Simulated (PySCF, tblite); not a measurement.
**C7H11ClSi: geometry, infrared bands and NMR shifts**

What infrared bands and NMR shifts should C7H11ClSi (`C=C[C@@H]1C=CCC[Si@@H]1Cl`) show?

Computed with tblite 0.8.0 and PySCF 2.14.0, with density-fitted response routines of our own, on a single molecule in the gas phase. Atoms count from 0, in the outputs and in this text.

### 1 The starting structure

20 atoms, charge 0, multiplicity 1; geometry from: force field or distance geometry start.

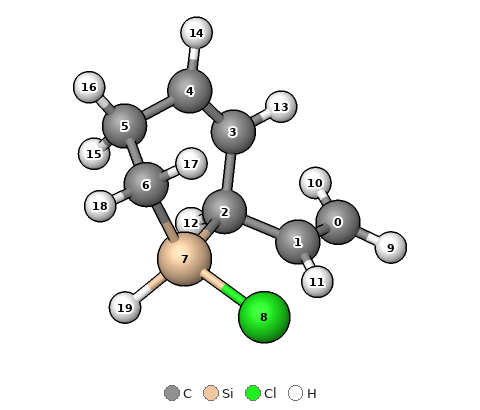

The starting geometry (carbon grey, silicon light orange, chlorine green, hydrogen white), atoms numbered.

### 2 Relaxing the molecule with GFN2-xTB

The job: settings as JSON, then the geometry in Å.

```
{"job": {"kind": "relax", "xc": "GFN2-xTB", "basis": "xTB"}, "charge": 0, "multiplicity": 1}
C      3.088900    -0.409000    -0.354500
C      1.871100    -0.893300    -0.093300
C      0.630400    -0.290400    -0.640900
C      0.534900     1.092400    -0.102900
C     -0.579400     1.768500     0.068300
C     -1.855200     1.117900    -0.349300
C     -2.119700    -0.143600     0.452800
Si    -0.826400    -1.352200    -0.152600
Cl    -0.289700    -2.693000     1.352900
H      3.925500    -0.917900     0.103100
H      3.158600     0.452300    -0.993500
H      1.718400    -1.769100     0.556300
H      0.734400    -0.296400    -1.737500
H      1.468500     1.563700     0.202100
H     -0.644500     2.780400     0.464400
H     -1.759000     0.797800    -1.390600
H     -2.706500     1.779700    -0.263100
H     -1.904100     0.061100     1.530700
H     -3.113000    -0.570300     0.277100
H     -1.338300    -2.067900    -1.342400
```

Launch:

```sh
> OMP_NUM_THREADS=1 python probes_run.py task.json out
```

The driver reads the jobs from task.json and runs them one after another.

Standard output:

```text
step      E/eV     max force
  0    -730.32616    1.584
  1    -730.45224    1.179
  2    -730.52099    0.786
  3    -730.56965    0.475
  4    -730.61428    0.513
  5    -730.64555    0.446
  6    -730.67910    0.452
  7    -730.70353    0.408
  8    -730.72293    0.277
  9    -730.73651    0.232
 10    -730.74885    0.232
 11    -730.75872    0.238
 12    -730.76604    0.208
 13    -730.77180    0.178
 14    -730.77618    0.140
 15    -730.77986    0.130
 16    -730.78349    0.154
 17    -730.78718    0.133
 18    -730.79068    0.133
 19    -730.79326    0.129
 20    -730.79483    0.087
 21    -730.79596    0.082
 22    -730.79718    0.102
 23    -730.79861    0.107
 24    -730.80000    0.102
 25    -730.80114    0.069
 26    -730.80207    0.072
 27    -730.80299    0.084
 28    -730.80386    0.074
 29    -730.80456    0.057
 30    -730.80520    0.057
 31    -730.80596    0.071
 32    -730.80686    0.080
 33    -730.80767    0.071
 34    -730.80822    0.058
 35    -730.80864    0.047
 36    -730.80914    0.059
 37    -730.80976    0.070
 38    -730.81044    0.069
 39    -730.81113    0.072
 40    -730.81196    0.088
 41    -730.81306    0.102
 42    -730.81430    0.091
 43    -730.81544    0.079
 44    -730.81643    0.077
 45    -730.81749    0.080
 46    -730.81881    0.088
 47    -730.82017    0.097
 48    -730.82121    0.087
 49    -730.82211    0.080
 50    -730.82313    0.080
 51    -730.82405    0.086
 52    -730.82477    0.080
 53    -730.82556    0.074
 54    -730.82699    0.084
 55    -730.82864    0.108
 56    -730.83111    0.118
 57    -730.83360    0.113
 58    -730.83592    0.120
 59    -730.83820    0.119
 60    -730.83434    0.438
 61    -730.84203    0.120
 62    -730.84380    0.104
 63    -730.84648    0.254
 64    -730.84907    0.111
 65    -730.85050    0.106
 66    -730.85424    0.304
 67    -730.85947    0.114
 68    -730.86245    0.112
 69    -730.86881    0.358
 70    -730.87484    0.248
 71    -730.88015    0.258
 72    -730.89365    0.547
 73    -730.90094    0.335
 74    -730.91149    0.441
 75    -730.92026    0.131
 76    -730.92235    0.262
 77    -730.92450    0.124
 78    -730.92657    0.127
 79    -730.92958    0.124
 80    -730.93152    0.090
 81    -730.93265    0.065
 82    -730.93377    0.062
 83    -730.93472    0.078
 84    -730.93567    0.076
 85    -730.93645    0.078
 86    -730.93704    0.067
 87    -730.93761    0.076
 88    -730.93832    0.125
 89    -730.93905    0.097
 90    -730.93959    0.092
 91    -730.93999    0.044
 92    -730.94030    0.039
 93    -730.94077    0.044
 94    -730.94114    0.056
 95    -730.94152    0.055
 96    -730.94180    0.043
 97    -730.94208    0.050
 98    -730.94237    0.044
 99    -730.94267    0.046
100    -730.94293    0.045
101    -730.94314    0.035
102    -730.94333    0.028
103    -730.94350    0.024
104    -730.94366    0.023
105    -730.94376    0.021
106    -730.94387    0.019
107    -730.94396    0.016
108    -730.94405    0.017
109    -730.94411    0.017
110    -730.94417    0.015
111    -730.94421    0.015
112    -730.94425    0.013
113    -730.94429    0.012
114    -730.94433    0.021
115    -730.94437    0.016
116    -730.94441    0.013
117    -730.94445    0.013
118    -730.94449    0.014
119    -730.94453    0.016
120    -730.94458    0.018
121    -730.94463    0.021
122    -730.94469    0.013
123    -730.94473    0.014
124    -730.94478    0.016
125    -730.94482    0.014
126    -730.94484    0.010
```

Run time: 3.5 s. Hardware: 1 thread of Intel Xeon at 2.50GHz, shared host; peak memory 0.18 GiB.

Relaxation path: (not every step is listed)

```
step  energy from step 0 (eV)  largest force (eV/Å)
   0                   0.0000                1.5836
   1                  -0.1261                1.1788
   2                  -0.1948                0.7858
   3                  -0.2435                0.4752
   4                  -0.2881                0.5127
   5                  -0.3194                0.4463
   6                  -0.3529                0.4518
   7                  -0.3774                0.4084
   8                  -0.3968                0.2770
  19                  -0.4671                0.1294
  30                  -0.4790                0.0571
  41                  -0.4869                0.1020
  52                  -0.4986                0.0799
  63                  -0.5203                0.2540
  74                  -0.5853                0.4407
  85                  -0.6103                0.0779
  96                  -0.6156                0.0428
 107                  -0.6178                0.0159
 118                  -0.6183                0.0141
 121                  -0.6185                0.0210
 122                  -0.6185                0.0129
 123                  -0.6186                0.0142
 124                  -0.6186                0.0160
 125                  -0.6187                0.0141
 126                  -0.6187                0.0099
```

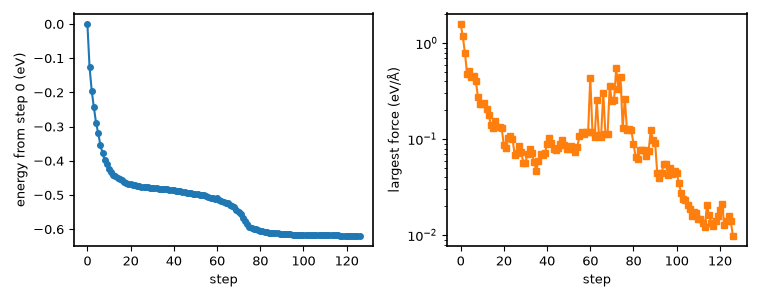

Energy and force, step by step.

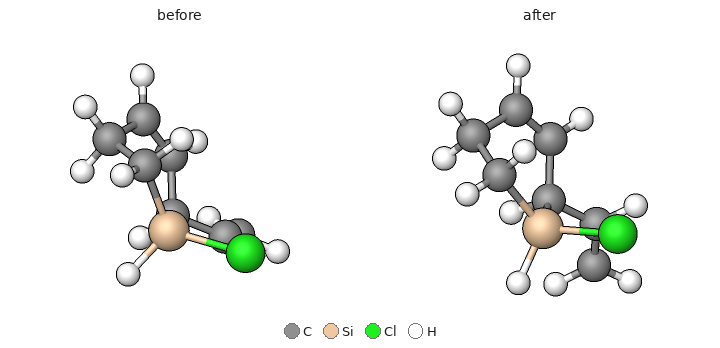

Before and after, at one scale.

Close pairs (by a distance rule), those that changed most:

```
   bond  before (Å)  after (Å)  change (Å)
Si7–Cl8       2.086      2.021      -0.065
 C2–Si7       1.868      1.925      +0.058
 C6–Si7       1.871      1.903      +0.032
 C6–H17       1.118      1.091      -0.027
  C5–C6       1.518      1.538      +0.020
 C1–H11       1.101      1.082      -0.019
  C0–C1       1.336      1.321      -0.016
Si7–H19       1.480      1.465      -0.015
```

The end geometry stands in the next job.

### 3 Infrared spectrum with GFN2-xTB

The job: settings as JSON, then the geometry in Å.

```
{"job": {"kind": "ir", "xc": "GFN2-xTB", "basis": "xTB"}, "charge": 0, "multiplicity": 1}
C      2.993276    -1.031996    -0.874169
C      2.123398    -0.552246    -0.003919
C      0.779542    -0.014687    -0.356955
C      0.433901     1.227306     0.408450
C     -0.769776     1.781909     0.379261
C     -1.916712     1.184456    -0.379708
C     -2.187972    -0.260236     0.072380
Si    -0.610239    -1.315437    -0.067318
Cl    -0.273985    -2.339003     1.642391
H      3.944674    -1.431599    -0.568437
H      2.786675    -1.045022    -1.932200
H      2.353765    -0.556993     1.053474
H      0.761205     0.224834    -1.426660
H      1.226672     1.672822     0.993097
H     -0.960163     2.691969     0.929448
H     -1.684903     1.180857    -1.449291
H     -2.814828     1.787690    -0.237142
H     -2.541291    -0.242034     1.104512
H     -2.997250    -0.676809    -0.526766
H     -0.651139    -2.275103    -1.173181
```

Standard output:

```text
mode    cm-1     km/mol
  1      34.8      0.45
  2      59.6      0.09
  3     100.6      1.19
  4     129.9      2.61
  5     208.8      2.35
  6     232.3      0.34
  7     282.3     11.43
  8     292.2      2.52
  9     344.9      0.38
 10     445.6      4.65
 11     464.9     23.35
 12     507.8     32.22
 13     596.0     13.20
 14     607.7     63.14
 15     636.1    219.58
 16     649.8     17.24
 17     705.9     72.02
 18     726.2     62.62
 19     787.1     52.52
 20     804.3     58.04
 21     881.3     15.04
 22     901.0      0.86
 23     943.3      6.09
 24     946.6     12.30
 25     977.9      8.10
 26    1022.1     13.61
 27    1047.2      4.47
 28    1096.0     11.33
 29    1108.3     56.97
 30    1132.5      2.09
 31    1162.7     12.56
 32    1181.3     10.51
 33    1223.6      2.52
 34    1241.5      1.22
 35    1282.1      6.61
 36    1301.7      2.49
 37    1319.7      7.29
 38    1354.8      9.15
 39    1418.0      8.24
 40    1472.8      4.22
 41    1491.8      0.82
 42    1699.2     21.54
 43    1710.7     20.79
 44    2236.7    250.97
 45    2900.4     23.92
 46    2936.9     22.44
 47    2980.2     49.58
 48    2984.3     41.23
 49    2997.1     29.35
 50    3056.3     16.84
 51    3060.2     25.32
 52    3077.4     74.64
 53    3096.3     28.54
 54    3126.8     46.38
```

It took 2.9 s on 1 thread of Intel Xeon at 2.50GHz, shared host; peak memory 0.18 GiB.

Which atoms move in the most intense modes:

```
cm⁻¹  km/mol                                  atoms
 608    63.1                               H19 43 %
 636   219.6                               H19 77 %
 706    72.0  H13 13 %, H14 13 %, C2 11 %, Si7 11 %
 726    62.6                      Si7 31 %, C6 28 %
 804    58.0   C6 27 %, H18 22 %, C4 13 %, H17 11 %
1108    57.0                      H12 38 %, C2 32 %
2237   251.0                               H19 97 %
3077    74.6                     H14 67 %, H13 24 %
```

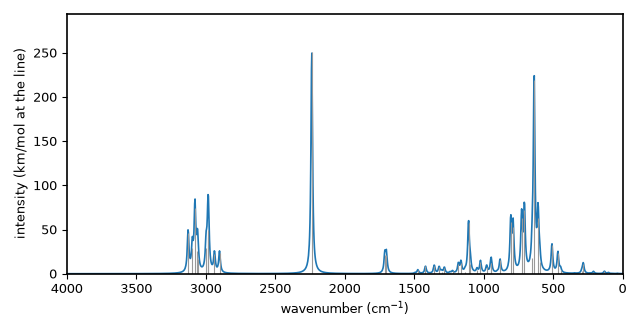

The infrared spectrum from these modes, unscaled. Lines are broadened to a width of 14 cm⁻¹ (Lorentzian).

### 4 NMR shieldings: PBE0/pcSseg-1

Settings changed since step 3:

```diff
@@ -1,2 +1,2 @@
-{"job": {"kind": "ir", "xc": "GFN2-xTB", "basis": "xTB"}, "charge": 0, "multiplicity": 1}
+{"job": {"kind": "nmr", "xc": "PBE0", "basis": "pcSseg-1"}, "charge": 0, "multiplicity": 1}
 C      2.993276    -1.031996    -0.874169
```

Level: GIAO PBE0/pcSseg-1 NMR shielding, non-relativistic, gas phase.

Standard output:

```text
coarse grid: 17672 points
cycle   1  E = -1022.2864433289  dE =  1.151e+00  |g| = 4.874e-01  |ddm| = 4.137e+00
cycle   2  E = -1022.2826377170  dE =  3.806e-03  |g| = 5.141e-01  |ddm| = 9.894e-01
cycle   3  E = -1022.3516100124  dE = -6.897e-02  |g| = 4.701e-02  |ddm| = 5.306e-01
cycle   4  E = -1022.3518931568  dE = -2.831e-04  |g| = 3.427e-02  |ddm| = 8.129e-02
cycle   5  E = -1022.3521720102  dE = -2.789e-04  |g| = 1.019e-02  |ddm| = 3.802e-02
cycle   6  E = -1022.3521966895  dE = -2.468e-05  |g| = 3.032e-03  |ddm| = 1.229e-02
cycle   7  E = -1022.3521988142  dE = -2.125e-06  |g| = 5.965e-04  |ddm| = 3.085e-03
final grid: 161224 points
cycle   8  E = -1022.4065066437  dE = -5.025e-05  |g| = 8.473e-03  |ddm| = 3.936e-02
cycle   9  E = -1022.4065027920  dE =  3.852e-06  |g| = 9.172e-03  |ddm| = 1.649e-02
cycle  10  E = -1022.4065250509  dE = -2.226e-05  |g| = 9.667e-04  |ddm| = 9.140e-03
cycle  11  E = -1022.4065252237  dE = -1.729e-07  |g| = 4.087e-04  |ddm| = 1.326e-03
cycle  12  E = -1022.4065252642  dE = -4.042e-08  |g| = 1.090e-04  |ddm| = 4.083e-04
cycle  13  E = -1022.4065252668  dE = -2.634e-09  |g| = 3.818e-05  |ddm| = 1.295e-04
cycle  14  E = -1022.4065252672  dE = -3.636e-10  |g| = 9.504e-06  |ddm| = 4.537e-05
converged SCF energy = -1022.4065252672

GIAO shielding tensors (ppm)
atom      isotropic    diamagn.    paramagn.     s11        s22        s33       span
  0 C       67.208     252.666    -185.458    -42.637     85.384    158.876    201.513
  1 C       39.897     254.340    -214.443    -82.962     49.703    152.949    235.910
  2 C      149.010     253.362    -104.351    136.629    148.435    161.967     25.338
  3 C       47.467     254.453    -206.986    -67.921     65.463    144.858    212.779
  4 C       48.189     255.364    -207.175    -65.768     51.223    159.113    224.881
  5 C      162.190     249.403     -87.213    148.542    167.739    170.289     21.748
  6 C      169.995     253.310     -83.315    157.244    164.538    188.203     30.959
  7 Si     339.674     878.755    -539.081    294.925    355.218    368.879     73.954
  8 Cl     993.363    1148.926    -155.562    953.313    994.943   1031.833     78.520
  9 H       26.365      27.818      -1.453     23.230     25.287     30.579      7.349
 10 H       26.398      31.275      -4.876     22.760     25.327     31.108      8.348
 11 H       25.438      31.503      -6.065     22.675     24.840     28.800      6.125
 12 H       29.307      33.645      -4.338     24.684     28.748     34.490      9.807
 13 H       25.620      32.644      -7.025     23.132     25.724     28.003      4.872
 14 H       25.350      31.530      -6.180     22.814     26.041     27.196      4.383
 15 H       29.845      31.280      -1.435     26.428     26.904     36.204      9.776
 16 H       29.233      29.714      -0.482     24.027     27.280     36.391     12.364
 17 H       30.914      30.838       0.076     26.103     29.618     37.021     10.918
 18 H       30.482      29.679       0.803     25.568     28.525     37.353     11.785
 19 H       26.540      29.168      -2.628     23.260     24.431     31.929      8.669
```

Run time: 2.4 min. Hardware: 1 thread of Intel Xeon at 2.50GHz, shared host; peak memory 1.1 GiB.

The references, computed at this level on geometries of the same kind, shield at (ppm): 1H TMS 31.72, 13C TMS 186.9, 29Si TMS 349.2, 35Cl HCl 950. Their shielding less the atom's gives the shift. The references are single molecules in the gas phase.

```
atoms                                                    environment  σ (ppm)  δ (ppm)  δ scaled to CDCl3
   C1                                                      alkene CH     39.9    147.0              141.6
   C3                                                      alkene CH     47.5    139.5              134.2
   C4                                                      alkene CH     48.2    138.7              133.5
   C0                                           terminal =CH2 carbon     67.2    119.7              114.9
   C2                                    allylic sp3 CH bonded to Si    149.0     37.9               35.1
   C5                                                allylic sp3 CH2    162.2     24.7               22.2
   C6                                           sp3 CH2 bonded to Si    170.0     16.9               14.6
  H14                                       hydrogen on an alkene CH    25.35     6.37               6.11
  H11                                       hydrogen on an alkene CH    25.44     6.28               6.02
  H13                                       hydrogen on an alkene CH    25.62     6.10               5.85
   H9                             hydrogen on a terminal =CH2 carbon    26.37     5.35               5.15
  H10                             hydrogen on a terminal =CH2 carbon    26.40     5.32               5.12
  H19  hydrogen on a silicon bonded to 2 C, Cl, in a 6-membered ring    26.54     5.18                  –
  H16                                 hydrogen on an allylic sp3 CH2    29.23     2.48               2.45
  H12                     hydrogen on an allylic sp3 CH bonded to Si    29.31     2.41               2.38
  H15                                 hydrogen on an allylic sp3 CH2    29.84     1.87               1.87
  H18                            hydrogen on an sp3 CH2 bonded to Si    30.48     1.24               1.27
  H17                            hydrogen on an sp3 CH2 bonded to Si    30.91     0.80               0.86
  Si7             silicon bonded to 2 C, Cl, H, in a 6-membered ring    339.7      9.5                  –
  Cl8                                          chlorine bonded to Si      993      -44                  –
```

The scaled column applies a straight-line fit of computed shieldings to shifts measured in CDCl3, with any fitted terms for Cl, Br or S neighbours (root-mean-square error 0.16 ppm for H, 1.9 ppm for C).

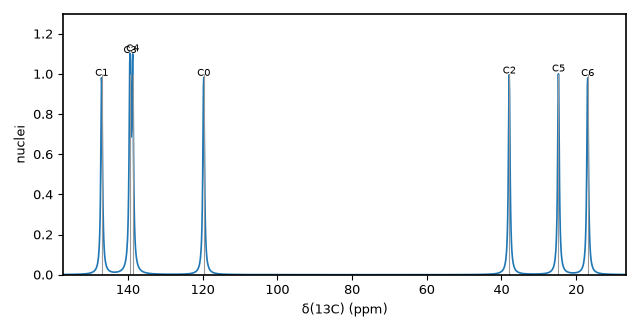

13C lines at the computed shifts, without couplings. Lines are broadened to a width of 0.52 ppm (Lorentzian).

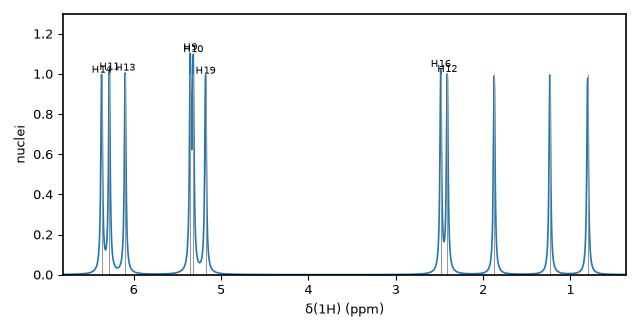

1H lines at the computed shifts, without couplings. Lines are broadened to a width of 0.02 ppm (Lorentzian).

The run also stored atomic charges by several schemes (e):

```
atoms  Mulliken    IAO  Hirshfeld  ESP fit
   C0     -0.13  -0.33      -0.11    -0.42
   C1     -0.19  -0.13      -0.04    -0.27
   C2     -0.52  -0.40      -0.11     0.31
   C3     -0.08  -0.15      -0.05    -0.47
   C4     -0.16  -0.17      -0.05    -0.11
   C5     -0.19  -0.26      -0.07    -0.10
   C6     -0.54  -0.55      -0.16    -0.09
  Si7      0.93   0.94       0.37     0.21
  Cl8     -0.32  -0.31      -0.12    -0.17
```

Mulliken charges:

C0 -0.13; C1 -0.19; C2 -0.52; C3 -0.08; C4 -0.16; C5 -0.19; C6 -0.54; Si7 0.93; Cl8 -0.32; H9 0.12; H10 0.10; H11 0.11; H12 0.17; H13 0.10; H14 0.10; H15 0.13; H16 0.13; H17 0.15; H18 0.15; H19 -0.06

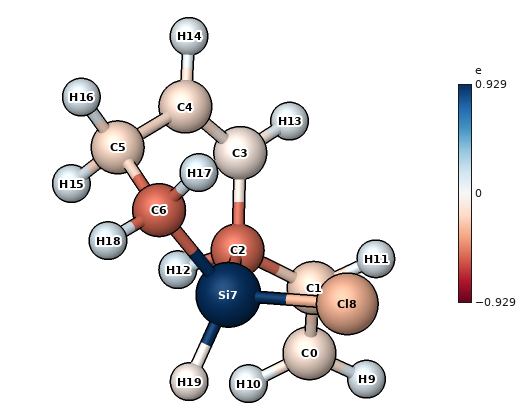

Mulliken charges, as colours on the atoms.

Mayer bond orders: C0–C1 1.98, C1–C2 1.01, C2–C3 0.99, C3–C4 1.93, C4–C5 1.04, C5–C6 1.03, C6–Si7 0.91, Si7–Cl8 1.00, Si7–C2 0.82.

Ring of atoms C2, C3, C4, C5, C6, Si7: NICS(0) -1.4, NICS(1) -3.2, NICS(1)zz -0.1 ppm (means of both faces).

The fields below are evaluated on a grid from the run's orbitals.

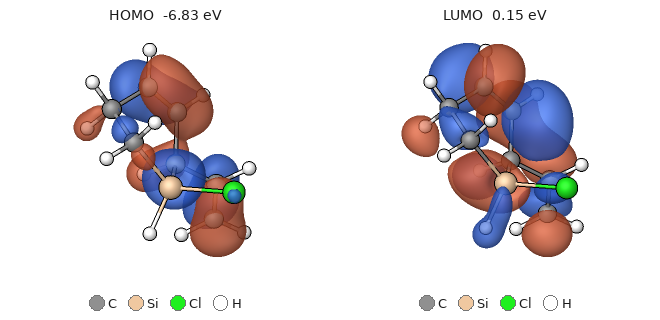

PBE0/pcSseg-1 orbitals near the gap, drawn at the value that encloses 70 % of each; the two colours are the two signs.

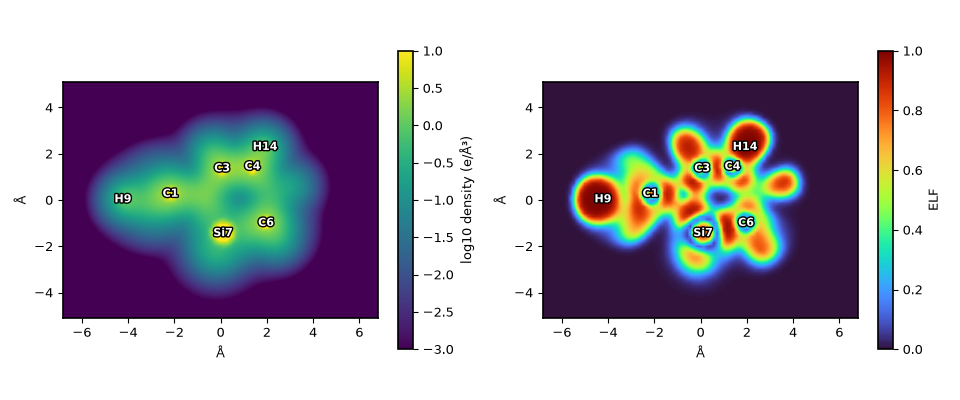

Density (left) and ELF (right) in a plane through or near 7 of the atoms.

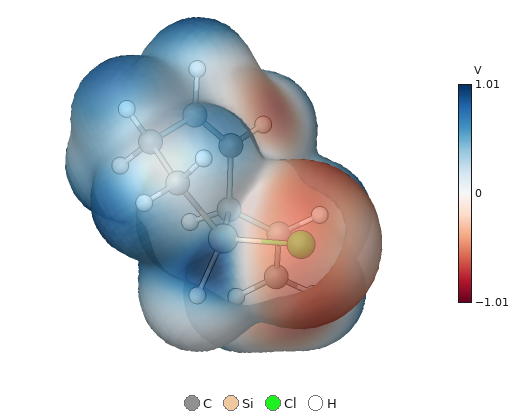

Electrostatic potential on the surface of density 0.002 e/bohr³; red is low, blue high. It runs from -0.66 V near C0 to 1.01 V near H15.

### 5 Outcome

| quantity | value |
| --- | --- |
| strongest single infrared mode (GFN2-xTB) | 2237 cm⁻¹, 251 km/mol |
| zero-point energy (GFN2-xTB) | 98.6 kcal/mol |
| 13C shifts against TMS (PBE0/pcSseg-1) | 147.0, 139.5, 138.7, 119.7, 37.9, 24.7, 16.9 ppm |
| 1H shifts against TMS (PBE0/pcSseg-1) | 6.37, 6.28, 6.10, 5.35, 5.32, 5.18, 2.48, 2.41, 1.87, 1.24, 0.80 ppm |
| 29Si shifts against TMS (PBE0/pcSseg-1) | 9.5 ppm |
| 35Cl shifts against HCl (PBE0/pcSseg-1) | -44 ppm |
| surface potential, least and greatest | -0.66 V and 1.01 V |

What this shows: The optimisation took 126 steps and gained 0.619 eV; among the close pairs (by a distance rule), Si7–Cl8 changed most, from 2.086 to 2.021 Å. All 54 modes are real, so the xTB geometry is a minimum. The strongest single mode, at 2237 cm⁻¹, moves mainly H19. GFN2-xTB is a fitted tight-binding method: band positions and strengths are rough. Its intensities can rank the bands wrongly.
